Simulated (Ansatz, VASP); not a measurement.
**Cross-check of C between VASP and Ansatz**

One calculation is typed for both programs; each brings its own data sets. How far apart do they land? The cell is taken from a series of VASP runs on this material, whose earlier steps may have relaxed, scaled or displaced it; both programs get it as it stands. Valence electrons are named where the data sets of a main pair hold unlike numbers.

Calculated with Ansatz 0.2.0; plane waves, with VASP 6.6.1 beside it; band structure at r2SCAN, band structure at LDA and single point at LDA.

### Step 1. Starting point

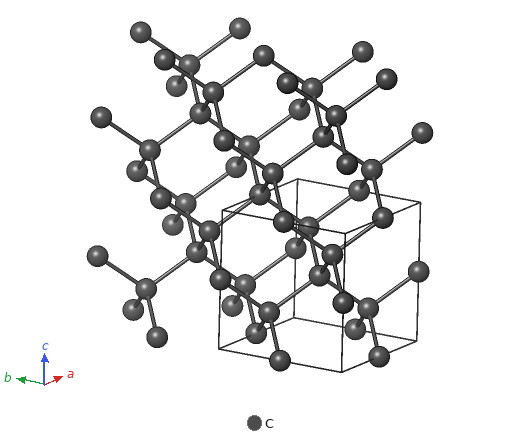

The starting structure, seen from a free direction (carbon dark grey). 1×2×2 cells are drawn. This picture shows the conventional cell, with its axes. Some periodic images of atoms are drawn too.

Structure file:

```cif
data_structure
_symmetry_space_group_name_H-M 'Fd-3m:1'
_symmetry_Int_Tables_number 227
_cell_length_a 3.5716
_cell_length_b 3.5716
_cell_length_c 3.5716
_cell_angle_alpha 90.000
_cell_angle_beta 90.000
_cell_angle_gamma 90.000
_cell_volume 45.56
loop_
_atom_site_label
_atom_site_type_symbol
_atom_site_symmetry_multiplicity
_atom_site_Wyckoff_symbol
_atom_site_fract_x
_atom_site_fract_y
_atom_site_fract_z
_atom_site_occupancy
C1 C 8 b 0.00000 0.00000 0.50000 1
```

### Step 2. Ansatz: band structure, r2SCAN

Ansatz runs on its default PAW (the set named soft_2) files.

Levels along a path test the potential and the projectors away from the mesh points.

File input.yaml:

```yaml
crystal:
  lattice:
    - [0.0, 1.785811, 1.785811]
    - [1.785811, 0.0, 1.785811]
    - [1.785811, 1.785811, 0.0]
  atoms:
    - { symbol: C, position: [0.0, 0.0, 0.0] }
    - { symbol: C, position: [0.25, 0.25, 0.25] }
hamiltonian:
  xc: r2scan
  pseudopotentials: { kind: paw }
kpoints:
  mp_grid: { grid: [10, 10, 10] }
  band_path:
    path:
      - [0.0, 0.0, 0.0]
      - [0.16667, 0.0, 0.16667]
      - [0.33333, 0.0, 0.33333]
      - [0.5, 0.0, 0.5]
      - [0.5, 0.08333, 0.58333]
      - [0.5, 0.19444, 0.69444]
      - [0.5, 0.25, 0.75]
      - [0.45833, 0.29167, 0.75]
      - [0.40278, 0.34722, 0.75]
      - [0.375, 0.375, 0.75]
      - [0.20833, 0.20833, 0.41667]
      - [0.08333, 0.08333, 0.16667]
      - [0.0, 0.0, 0.0]
      - [0.22222, 0.22222, 0.22222]
      - [0.38889, 0.38889, 0.38889]
      - [0.51389, 0.47222, 0.51389]
      - [0.55556, 0.38889, 0.55556]
      - [0.61111, 0.27778, 0.61111]
      - [0.61111, 0.25, 0.63889]
      - [0.56944, 0.25, 0.68056]
      - [0.51389, 0.25, 0.73611]
      - [0.5, 0.27778, 0.72222]
      - [0.5, 0.38889, 0.61111]
      - [0.5, 0.47222, 0.52778]
      - [0.48611, 0.48611, 0.52778]
      - [0.43056, 0.43056, 0.63889]
      - [0.38889, 0.38889, 0.72222]
      - [0.59722, 0.19444, 0.59722]
      - [0.55556, 0.11111, 0.55556]
      - [0.5, 0.0, 0.5]
    npoints: 1
scf:
  occupations: { method: gaussian, width: 0.03 }
  n_extra_bands: 7
output:
  forces: true
  stress: true
  eigenvalues: true
```

Command:

```console
> ansatz run input.yaml --threads 2 --pin off --max-ram 4608MiB --backend cpu --events-out ev --progress --plain --runs-dir out
```

Numbers of over 12 decimals in the logs are rounded to 6 here.

Output:

```text
scf.n_extra_bands = 7 over 4 filled bands (N_el = 8.0): the run solves 11 bands
Engine: ansatz 0.2.0, aarch64-unknown-linux-gnu
Pseudopotentials: kind: paw
Pseudopotential: C, paw, valence charge 4, recommended cutoff 500 eV (meta_gga), C.paw.azcp
Functional definition: r2SCAN
  parameter k0 = 0.174
  parameter k1 = 0.065
  parameter a1 = 4.9479
  exchange = r2scan_x(k0 = k0, k1 = k1, a1 = a1)
  correlation = r2scan_c
Crystal: 2 atoms, lattice volume = 11.390 Å³
Basis set: ecut = 500 eV, 283 PW (Γ), exchange–correlation on 80×80×80 points (64 copies of the dense FFT grid, shifted against one another)
Bands: 11, of which v1, the nominal top of the filled ones, is band 4 counted from 1 (3 counted from 0)
Symmetry: 48 space group operations
Space group: Fd-3m (ITA 227), of the structure as read, at distance tolerance 2.2e-5 Å
k-points: 47 of 1000
Non-local potential: C, projectors of the file, l = 0: 2, l = 1: 2, l = 2: 1
PAW form: soft (Blöchl's): semilocal exchange-correlation on the pseudo side does not see the compensation charge
PAW frozen core: C, regenerated for the run's functional (the file was generated under x = pbe(κ = 0.804, μ = 0.219515), c = pbe(β = 0.066725))
PAW one-centre angular grid: C, 302 points (default); XC on 239 of its mesh's 2573 points in the sphere
Initial density: superposition of atomic densities (neutral atoms: chi_scale 0, normalization atom), corrected by the library's trained network
Initial wavefunctions: pseudopotential atomic-orbital guess
Functional: x = r2scan, c = r2scan; τ floored in thin density (d = 2e-4 eV/Å³)
SCF iter   1: F=—  HF=-503.054636 eV  |F-HF|=—  |Δ(HF+E_count)|=         —  Δρ=8.87e-3  dr2=2.41e-3  dr2_τ=3.76e-1  ethr=1.77e-3  ⟨swp⟩=5.4  Hψ=3164  notcnv=0  defer=8
preconditioner: auto → none  [insulator: Δε(μ)=4.325 eV  Ē_g=26.358 eV  σ=0.030 eV  W_gap=1.00  n_scr=0 (ndim 8)  ℏωp=31.1 eV  f_vac=0.000  D(μ)=0.00/eV (n_scr^D=0)  ε∞_Penn≈2.4]
SCF iter   2: F=—  HF=-503.109946 eV  |F-HF|=—  |Δ(HF+E_count)|=   5.53e-2  Δρ=5.56e-3  dr2=9.71e-4  dr2_τ=5.82e-5  ethr=3.01e-5  ⟨swp⟩=2.3  Hψ=1314  notcnv=0  defer=116
SCF iter   3: F=—  HF=-503.109974 eV  |F-HF|=—  |Δ(HF+E_count)|=   2.80e-5  Δρ=1.75e-3  dr2=1.03e-4  dr2_τ=1.44e-5  ethr=1.21e-5  ⟨swp⟩=2.6  Hψ=606  notcnv=0  defer=116
SCF iter   4: F=—  HF=-503.110009 eV  |F-HF|=—  |Δ(HF+E_count)|=   3.43e-5  Δρ=3.48e-4  dr2=4.10e-6  dr2_τ=2.78e-7  ethr=1.28e-6  ⟨swp⟩=1.1  Hψ=422  notcnv=0  defer=116
SCF iter   5: F=—  HF=-503.110010 eV  |F-HF|=—  |Δ(HF+E_count)|=   1.76e-6  Δρ=8.14e-5  dr2=2.25e-7  dr2_τ=2.69e-8  ethr=5.12e-8  ⟨swp⟩=1.6  Hψ=482  notcnv=0  defer=116
SCF iter   6: F=-503.110011 eV  HF=-503.110011 eV  |F-HF|=3.43e-10  |Δ(HF+E_count)|=   1.52e-7  Δρ=3.19e-6  dr2=2.94e-10  dr2_τ=6.46e-11  ethr=1.25e-9  ⟨swp⟩=8.3  Hψ=2684  notcnv=0
SCF 1 converged in 6 iterations: F = -503.110011 eV  dr2 = 2.94e-10
  greatest PAW one-centre occupation: 0.657 electrons in one spin orbital (limit 2), on the C atom at site 1 (counted from 0), in its partial waves of l = 0
NSCF: frozen V_eff on 30 k-points
SCF converged after 6 iterations
Free energy (F): -503.110011 eV
Harris-Foulkes:  -503.110011 eV  (|F-HF|=3.43e-10)
Internal energy: -503.110011 eV  (E = F + TS)
E sigma→0 (E₀):  -503.110011 eV
Fermi energy:    15.407075 eV
--- Per-component energies (eV) ---
  E_band       = 29.881635
  E_kinetic    = 183.847185
  E_local      = -121.428616  (includes V_loc(G=0)·N_el)
  E_nonlocal   = 52.468296
  E_hartree    = 26.733080
  E_xc         = -95.784526
  E_vxc        = -132.354000  (∫ρ·V_xc dr)
  E_paw        = -201.410150  (= ΣΔE_a)
  E_vpaw       = -13.102553  (= ΣTr[D̂ρ^β])
  E_aug_tail   = 0.000008  (compensation charges beyond the density's cutoff)
  E_vtau       = 6.985221  (kinetic-family band-sum trace: ∫τ·v_τ [+ j·A + Jᵃ·Aᵃ] dr)
  E_ewald      = -347.485740
  E_core_change = -0.049547  (= ΣΔE_core)
  E_smearing   = -0.000000  (= −TS)
  E_closure    = 0.000000  (closes the sum)
  Σ components = -503.110011   (vs F -503.110011, Δ=0.00e0)
--- Forces (eV/Å), atoms counted from 1 ---
  atom   1  C      0.00000000     0.00000000    -0.00000000
  atom   2  C     -0.00000000    -0.00000000     0.00000000
  max |Σ_I F_I| component: 5.55e-17 eV/Å
--- Stress (GPa, compression-positive) ---
       -4.219372       0.000000       0.000000
        0.000000      -4.219372      -0.000000
        0.000000       0.000000      -4.219372
  P = ⅓ Tr σ = -4.2194 GPa (-42.194 kbar)
--- Band table (eV; the first three rows and the last of 47) ---
  k-point 0: bands = [-9.4019, 13.2144, 13.2144, 13.2144, 19.0829, 19.0829, 19.0829, 26.8900, ... 3 higher]
  k-point 1: bands = [-9.1138, 11.4309, 12.7423, 12.7423, 19.7040, 19.7040, 20.0743, 27.1924, ... 3 higher]
  k-point 2: bands = [-8.2552, 8.0436, 11.8165, 11.8165, 20.9013, 20.9013, 21.2858, 28.0342, ... 3 higher]
  k-point 46: bands = [0.3465, 0.3465, 4.7507, 4.7507, 23.0916, 23.0916, 27.3949, 27.3949, ... 3 higher]
```

Run time: 0.89 s. Hardware: 2 threads of Arm Neoverse V1, shared host; peak memory 0.27 GiB.

In the SCF lines HF is the Harris–Foulkes energy and dr2 the Hartree energy of the density residual, in eV; the loop may stop once dr2 is under the threshold and the program's other checks hold. Hψ counts applications of the Hamiltonian.

### Step 3. VASP: band structure, r2SCAN

The same cell, functional, mesh and smearing now go to VASP, with its own data sets.

Lines of VASP's logs that name or quote its potential files are left out, and so is its time.

File INCAR:

```
SYSTEM = C
PREC = Accurate
ENCUT = 460
EDIFF = 1E-06
NELM = 100
ISMEAR = 0
SIGMA = 0.03
LREAL = .FALSE.
ALGO = Normal
METAGGA = R2SCAN
LASPH = .TRUE.
NBANDS = 16
LORBIT = 11
LWAVE = .FALSE.
LCHARG = .FALSE.
KPAR = 4
```

File POSCAR:

```
C
1.0
    0.0000000000      1.7858110000      1.7858110000
    1.7858110000      0.0000000000      1.7858110000
    1.7858110000      1.7858110000      0.0000000000
C
2
Direct
    0.0000000000      0.0000000000      0.0000000000
    0.2500000000      0.2500000000      0.2500000000
```

File KPOINTS:

```
Automatic mesh
0
Gamma
10 10 10
0 0 0
```

File KPOINTS_OPT:

```
Line mode
10
Line-mode
Reciprocal
  0.00000000   0.00000000   0.00000000 GAMMA
  0.50000000   0.00000000   0.50000000 X

  0.50000000   0.00000000   0.50000000 X
  0.50000000   0.25000000   0.75000000 W

  0.50000000   0.25000000   0.75000000 W
  0.37500000   0.37500000   0.75000000 K

  0.37500000   0.37500000   0.75000000 K
  0.00000000   0.00000000   0.00000000 GAMMA

  0.00000000   0.00000000   0.00000000 GAMMA
  0.50000000   0.50000000   0.50000000 L

  0.50000000   0.50000000   0.50000000 L
  0.62500000   0.25000000   0.62500000 U

  0.62500000   0.25000000   0.62500000 U
  0.50000000   0.25000000   0.75000000 W

  0.50000000   0.25000000   0.75000000 W
  0.50000000   0.50000000   0.50000000 L

  0.50000000   0.50000000   0.50000000 L
  0.37500000   0.37500000   0.75000000 K

  0.62500000   0.25000000   0.62500000 U
  0.50000000   0.00000000   0.50000000 X
```

PAW data sets: C (PBE family, release 64).

Command:

```console
> mpirun -np 4 vasp_std
```

Output:

```text
[banner, memory and clock lines left out]
running    4 mpi-ranks, on    1 nodes
 distrk:  each k-point on    1 cores,    4 groups
 distr:  one band on    1 cores,    1 groups

 POSCAR found type information on POSCAR C
 POSCAR found :  1 types and       2 ions
|                                                                             |
|               ----> ADVICE to this user running VASP <----                  |
|                                                                             |
|     You enforced a specific xc type in the INCAR file but a different       |
|     [... a line on the potential file left out ...]
|     I HOPE YOU KNOW WHAT YOU ARE DOING!                                     |
|                                                                             |

 LDA part: xc-table for (None), standard interpolation
 POSCAR, INCAR and KPOINTS ok, starting setup
 FFT: planning ... GRIDC
 FFT: planning ... GRID_SOFT
 FFT: planning ... GRID
 WAVECAR not read
 entering main loop
       N       E                     dE             d eps       ncg     rms          rms(c)
DAV:   1    -0.175753920564E+01   -0.17575E+01   -0.42187E+03  1552   0.457E+02
DAV:   2    -0.216761054246E+02   -0.19919E+02   -0.19154E+02  2000   0.104E+02
DAV:   3    -0.219430799101E+02   -0.26697E+00   -0.26690E+00  1680   0.907E+00
DAV:   4    -0.219432488492E+02   -0.16894E-03   -0.16894E-03  2008   0.296E-01
DAV:   5    -0.219432489742E+02   -0.12498E-06   -0.12497E-06  1704   0.670E-03    0.512E+00
DAV:   6    -0.197547727629E+02    0.21885E+01   -0.19483E-01  1504   0.247E+00    0.387E+00
DAV:   7    -0.196589239677E+02    0.95849E-01   -0.17487E-01  1664   0.250E+00    0.734E-01
DAV:   8    -0.196599373185E+02   -0.10134E-02   -0.57247E-03  1872   0.490E-01    0.404E-01
DAV:   9    -0.196603260838E+02   -0.38877E-03   -0.15934E-04  1632   0.961E-02    0.214E-02
DAV:  10    -0.196603267447E+02   -0.66088E-06   -0.17882E-06  2000   0.862E-03
   1 F= -.19660327E+02 E0= -.19660327E+02  d E =-.459790E-16
 Start KPOINTS_OPT (optional k-point list driver)
k-point batch [1-47\100]
       N       E                     dE             ncg
DAV:   1     0.121348118558E+04   -0.12638E+05     1520
DAV:   2     0.249023137611E+03   -0.96446E+03     2016
DAV:   3     0.233988621287E+03   -0.15035E+02     1704
DAV:   4     0.233978760341E+03   -0.98609E-02     1992
DAV:   5     0.233978753443E+03   -0.68975E-05     1720
DAV:   6     0.233978753435E+03   -0.80091E-08     1584
[...]
k-point batch [95-100\100]
       N       E                     dE             ncg
DAV:   1     0.178463290076E+05   -0.27905E+04      208
DAV:   2     0.177188514560E+05   -0.12748E+03      256
DAV:   3     0.177174845121E+05   -0.13669E+01      208
DAV:   4     0.177174837818E+05   -0.73027E-03      272
DAV:   5     0.177174837813E+05   -0.47269E-06      208
```

From OUTCAR (step 3):

```text
ion  position               nearest neighbor table
   1  0.000  0.000  0.000-   2 1.55   2 1.55   2 1.55   2 1.55
   2  0.250  0.250  0.250-   1 1.55   1 1.55   1 1.55   1 1.55

  LATTYP: Found a face centered cubic cell.
 ALAT       =     3.5716220000

 Subroutine GETGRP returns: Found 48 space group operations
 (whereof 24 operations were pure point group operations)

The static configuration has the point symmetry T_d .
 The point group associated with its full space group is O_h .

 Found     47 irreducible k-points:

   k-points           NKPTS =     47   k-points in BZ     NKDIM =     47   number of bands    NBANDS=     16

   dimension x,y,z NGX =    18 NGY =   18 NGZ =   18
   dimension x,y,z NGXF=    36 NGYF=   36 NGZF=   36

   ENCUT  =  460.0 eV  33.81 Ry    5.81 a.u.   4.42  4.42  4.42*2*pi/ulx,y,z

   NELECT =       8.0000    total number of electrons

 k-points in reciprocal lattice and weights: Automatic mesh
   0.00000000  0.00000000  0.00000000       0.001
   0.10000000  0.00000000  0.00000000       0.008
   0.20000000  0.00000000  0.00000000       0.008
   0.30000000  0.00000000  0.00000000       0.008
   0.40000000  0.00000000  0.00000000       0.008
   0.50000000  0.00000000  0.00000000       0.004
   0.10000000  0.10000000  0.00000000       0.006
   0.20000000  0.10000000  0.00000000       0.024
   0.30000000  0.10000000  0.00000000       0.024
[...]
-0.30000000  0.40000000  0.20000000       0.024
  -0.30000000  0.50000000  0.20000000       0.012

 average (electrostatic) potential at core
       1 -47.5066       2 -47.5066

 E-fermi :   9.8107

 k-point     1 :       0.0000    0.0000    0.0000
  band No.  band energies     occupation
      1     -12.9852      2.00000
      2       9.6527      2.00000
      3       9.6527      2.00000
      4       9.6527      2.00000
      5      15.4813      0.00000
      6      15.4813      0.00000
      7      15.4813      0.00000
      8      23.3719      0.00000
      9      29.9890      0.00000
    ...

 k-point     2 :       0.1000    0.0000    0.0000
  band No.  band energies     occupation
      1     -12.6969      2.00000
      2       7.8620      2.00000
      3       9.1779      2.00000
      4       9.1779      2.00000
      5      16.1050      0.00000
      6      16.1050      0.00000
      7      16.4818      0.00000
      8      23.6702      0.00000
      9      30.4689      0.00000
    ...

 k-point     3 :       0.2000    0.0000    0.0000
  band No.  band energies     occupation
      1     -11.8376      2.00000
      2       4.4691      2.00000
      3       8.2492      2.00000
      4       8.2492      2.00000
      5      17.3035      0.00000
      6      17.3035      0.00000
      7      17.7092      0.00000
      8      24.5013      0.00000
      9      31.2856      0.00000
    ...

  Total       -0.2274774     -0.2274774     -0.2274774     -0.0000000     -0.0000000     -0.0000000
  in kB      -31.9972283    -31.9972283    -31.9972283     -0.0000000     -0.0000000     -0.0000000
  external PRESSURE =     -31.9972283 kB  Pullay stress =       0.0000000 kB

  energy-cutoff  :      460.00
  volume of cell :       11.39
      direct lattice vectors                 reciprocal lattice vectors
     0.000000000  1.785811000  1.785811000    -0.279984836  0.279984836  0.279984836
     1.785811000  0.000000000  1.785811000     0.279984836 -0.279984836  0.279984836
     1.785811000  1.785811000  0.000000000     0.279984836  0.279984836 -0.279984836

 POSITION                                       TOTAL-FORCE (eV/Angst)
 -----------------------------------------------------------------------------------
      0.00000      0.00000      0.00000        -0.000000     -0.000000     -0.000000
      0.89291      0.89291      0.89291         0.000000      0.000000      0.000000
 -----------------------------------------------------------------------------------
    total drift:                               -0.000000     -0.000000     -0.000000

  FREE ENERGIE OF THE ION-ELECTRON SYSTEM (eV)
  ---------------------------------------------------
  free  energy   TOTEN  =       -19.6603267447 eV

  energy  without entropy=      -19.6603267447  energy(sigma->0) =      -19.66032674

 total charge
# of ion       s       p       d       tot
------------------------------------------
    1        0.846   1.734   0.000   2.580
    2        0.846   1.734   0.000   2.580
--------------------------------------------------
tot          1.693   3.467   0.000   5.160

[... 3 further parts left out ...]
```

The run ends at a pressure of -3.20 GPa.

### Step 4. Differences

Known differences besides the potentials themselves: VASP keeps PBE cores, Ansatz makes them for the functional; the cutoff is 500 eV in Ansatz and 460 eV in VASP. Total energies have different zeros and are not compared.

Both answers:

| quantity | Ansatz | VASP | difference |
| --- | --- | --- | --- |
| pressure (GPa) | -4.22 | -3.20 | -1.02 |
| pressure without Ansatz's Pulay correction (GPa) | -4.29 | -3.20 | -1.09 |
| gap over the path points (eV) | 4.362 | 4.334 | +0.029 |

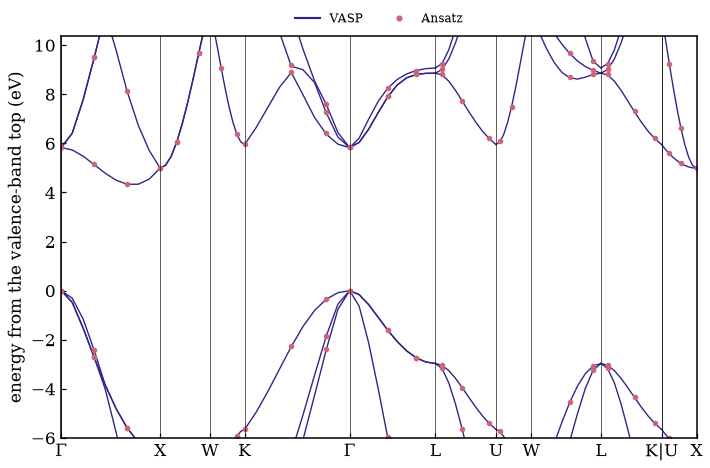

Bands from VASP (lines) and levels from Ansatz (dots). Dots without a line are higher empty bands that the VASP plot leaves out.

Levels at points of the path, from each program's valence-band top (eV; 3 filled, then empty):

| k (reciprocal lattice) | Ansatz | VASP |
| --- | --- | --- |
| 0.000 0.000 0.000 | 0.00 0.00 0.00 5.87 5.87 5.87 | 0.00 0.00 0.00 5.83 5.83 5.83 |
| 0.167 0.000 0.167 | -2.71 -2.71 -2.43 5.17 9.51 9.51 | -2.72 -2.72 -2.43 5.13 9.49 9.49 |
| 0.333 0.000 0.333 | -7.69 -5.58 -5.58 4.36 8.12 14.86 | -7.70 -5.60 -5.60 4.33 8.11 14.85 |
| 0.500 0.000 0.500 | -13.54 -6.62 -6.62 5.01 5.01 17.84 | -13.56 -6.63 -6.63 4.99 4.99 17.83 |
| 0.500 0.083 0.583 | -13.38 -7.15 -7.15 6.06 6.06 17.25 | -13.40 -7.16 -7.16 6.04 6.04 17.25 |
| 0.500 0.194 0.694 | -12.89 -8.42 -8.42 9.67 9.67 14.37 | -12.90 -8.44 -8.44 9.66 9.66 14.36 |
| 0.500 0.250 0.750 | -12.77 -8.66 -8.66 11.25 11.25 12.86 | -12.79 -8.68 -8.68 11.24 11.24 12.86 |
| 0.458 0.292 0.750 | -12.42 -9.22 -7.59 9.06 11.45 13.61 | -12.43 -9.24 -7.61 9.04 11.44 13.60 |
| 0.403 0.347 0.750 | -12.44 -9.63 -5.93 6.39 11.32 14.94 | -12.45 -9.65 -5.95 6.37 11.31 14.92 |
| 0.375 0.375 0.750 | -12.45 -9.68 -5.64 5.97 11.29 15.19 | -12.47 -9.70 -5.65 5.95 11.29 15.18 |

Among the levels compared at these points, filled levels agree within 18 meV and empty ones within 42 meV. Ansatz's pressure holds a Pulay correction of 0.07 GPa; VASP's holds none.

### Step 5. Other set-ups

Further runs change the set-up of one program: Ansatz's method, potentials or start, or VASP's data sets, cutoff or form of LDA. The table gives Ansatz less VASP for each quantity, since a change that brings one quantity closer may part another.

| run | pressure (GPa) | gap over the path points (eV) | pressure without Ansatz's Pulay correction (GPa) |
| --- | --- | --- | --- |
| as above | -1.0 | 0.029 | -1.1 |
| cores kept as stored | -1.3 | 0.032 | -1.4 |
| Ansatz's all-electron LAPW method | -1.2 | 0.025 |  |
| Ansatz's larger PAW set (cutoff 800 eV) | -1.2 | 0.025 | -1.5 |
| norm-conserving potentials (cutoff 1200 eV) | -1.2 | 0.037 |  |

(Continued in part 2 of 2.)

[Lines on the potential files, build, host, timing and source positions are cut from VASP's logs without a mark.]

[Logs are printed without paths, hosts, clocks, repeated set-up lines and the standing remarks that a program may print on its own settings, such as how far it seeks lower states.]

[Hosts, paths, dates, database ids (printed as entryN), source tags and the programs' standing remarks are cut or masked in the printed files.]
